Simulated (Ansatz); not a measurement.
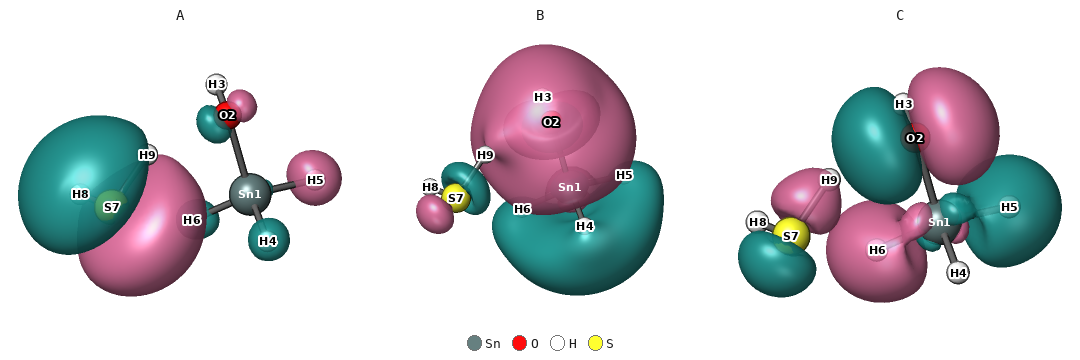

*H₄OSn···H₂S. Three frontier orbitals at ±0.06 Å⁻³ᐟ² (teal and pink are the two phases), in no order.*

Core potentials replace the inner electrons of Sn; not at a stationary point (largest force 1.0 eV/Å).

All numbers below come from RKS PBE/def2-SVP (Ansatz).

```xyz
9

Sn   -0.1195    0.1758   -0.0352
O    -0.0586    0.0942    1.9512
H    -0.9489   -0.0409    2.3294
H     1.5230    0.4053   -0.4748
H    -1.0838    1.5689   -0.4429
H    -0.8676   -1.2467   -0.6846
S     1.7338   -2.7160    1.1812
H     0.5550   -3.3946    1.1084
H     1.1667   -1.7365    1.9801
```

**Which picture is the HOMO−1, the HOMO and the LUMO?**

C is the HOMO−1 (−6.55 eV). Its weight (Hirshfeld) is mainly on O2 (about 65 %), Sn1 (about 10 %) and H5 (about 5 %); largely a lone pair of O2. A is the HOMO (−5.81 eV). By Hirshfeld shares it lies mainly on S7 (about 85 %); largely a lone pair of S7. B is the LUMO (−1.17 eV). It lies mainly on Sn1 (about 50 %), O2 (about 20 %) and H3 (about 10 %).

**What is the HOMO–LUMO gap?**

4.64 eV between the orbital energies.
